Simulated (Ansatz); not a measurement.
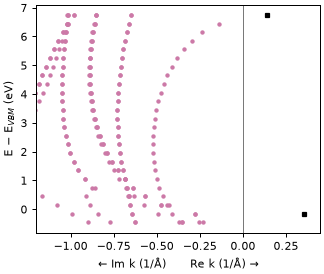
Figure. Complex bands at the centre of the two-dimensional zone; r2SCAN (Ansatz, a first-principles code)

The gap is the functional's own. No spin-orbit coupling. Mid-gap values are those at the computed energy nearest the middle.

This is SiO2 (P3_121, 9 atoms a cell, 12.6 Å³ an atom) along the normal of (100). Read off the slowest decay at the centre of the two-dimensional zone at 3.45 eV, the computed energy nearest the middle of the gap.

κ ≈ 0.50 1/Å, a decay length 1/(2κ) of the density of 0.99 Å.
